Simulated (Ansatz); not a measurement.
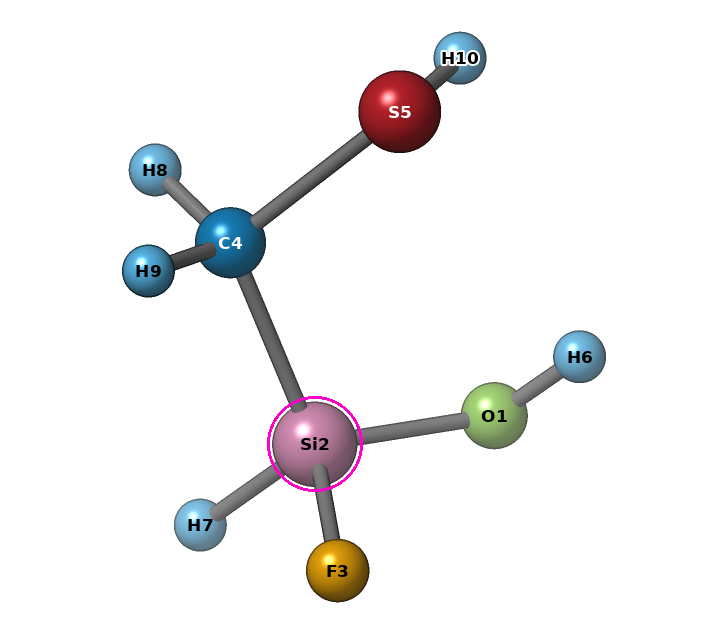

Distant atoms are faded towards the background colour. Circles mark the stereogenic atoms. The computed structure is the end point of a PBE0-D4/def2-TZVP optimisation. No frequency run is at hand to confirm it as a minimum.

Give the R/S and E/Z labels.

Si2: S (priorities F3 > O1 > C4 > H7).
